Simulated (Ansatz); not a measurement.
The relaxed structure here is a generated cell of BiB: the first start was made by placing the elements on the sites of a structure type, and the end was not matched to a known phase here, so it may be hypothetical.

The end point of a relaxation of BiB. Space group F-43m (No. 216), zinc blende type. Calculation: r2SCAN (plane waves to 500 eV, PAW, scalar-relativistic; Ansatz, an electronic-structure program).

```cif
data_BBi
_chemical_formula_sum 'B1 Bi1'
_space_group_name_H-M_alt 'P 1'
_space_group_IT_number 1
_cell_length_a 3.88265
_cell_length_b 3.88265
_cell_length_c 3.88265
_cell_angle_alpha 60.000
_cell_angle_beta 60.000
_cell_angle_gamma 60.000
loop_
_space_group_symop_operation_xyz
  'x, y, z'
loop_
_atom_site_label
_atom_site_type_symbol
_atom_site_fract_x
_atom_site_fract_y
_atom_site_fract_z
_atom_site_occupancy
B1 B 0.75000 0.75000 0.75000 1
Bi1 Bi 0.00000 0.00000 0.00000 1
```

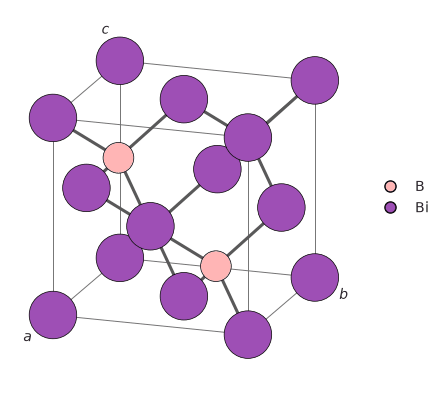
*The conventional cell of the relaxed structure*

| Quantity | Result |
|---|---|
| Volume per atom | 20.69 Å³ |
| Band gap | 0.38 eV, direct at Γ (no spin-orbit coupling) |
| Shortest distances | B–Bi 2.38 Å |
| k-mesh | 10×10×10 |

No spin polarisation in the result. Spin-orbit coupling is missing; with elements this heavy it can move band edges by tenths of an eV or more.

The run could not lose the symmetry of its start: the end is stationary, and may be a saddle point rather than a minimum.
